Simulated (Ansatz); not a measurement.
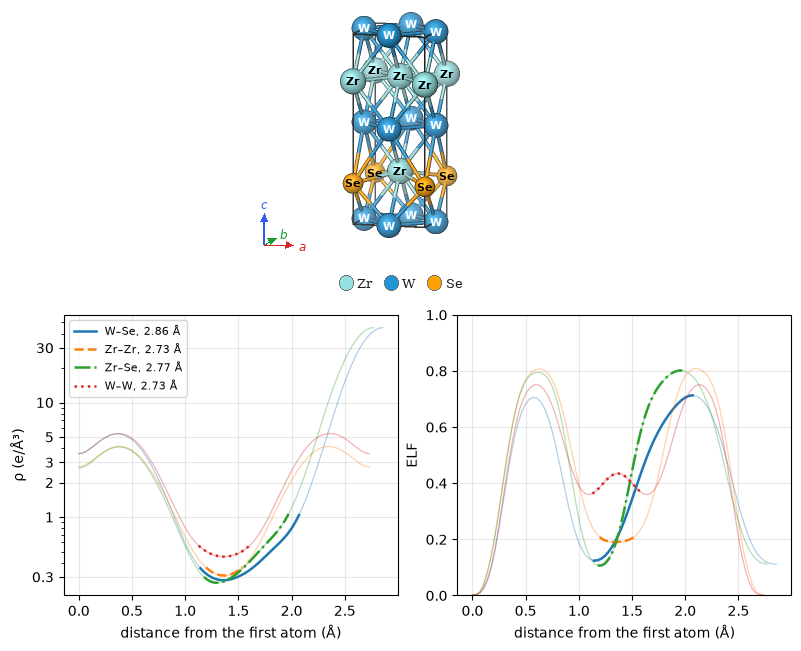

Figure 1: Zr₃W₄Se. Valence charge density (pseudo) and ELF along straight lines between neighbouring atoms. Thin, pale parts lie inside the atomic spheres. The structure is drawn too.

Space group P4mm; a generated structure, not necessarily the stable one.

Theory: DFT PBE, scalar-relativistic, plane waves, PAW (Ansatz).

In a PAW calculation such maps are meaningful between the atoms, not at the nuclei.

```
CELL_PARAMETERS angstrom
3.86291 0.00000 0.00000
0.00000 3.86291 0.00000
0.00000 0.00000 9.88694
ATOMIC_POSITIONS crystal
Zr 0.00000 0.00000 0.75082
Zr 0.50000 0.50000 0.25909
Zr 0.50000 0.50000 0.75795
W 0.50000 0.00000 0.00121
W 0.50000 0.00000 0.50792
W 0.00000 0.50000 0.00121
W 0.00000 0.50000 0.50792
Se 0.00000 0.00000 0.21389
```

Question: Compare the contacts.

Answer: W–Se (2.86 Å): ρ is about 0.29 e/Å³ halfway; the ELF is about 0.25 at the midpoint.
Zr–Zr (2.73 Å): ρ is about 0.31 e/Å³ halfway; the ELF is about 0.20 at the midpoint; no shared electron pair shows on this line.
Zr–Se (2.77 Å): ρ at the midpoint is about 0.28 e/Å³; the ELF is about 0.25 at the midpoint: no localised pair shows between them.
W–W (2.73 Å): the density is about 0.45 e/Å³ at the midpoint; the ELF is about 0.45 at the midpoint.
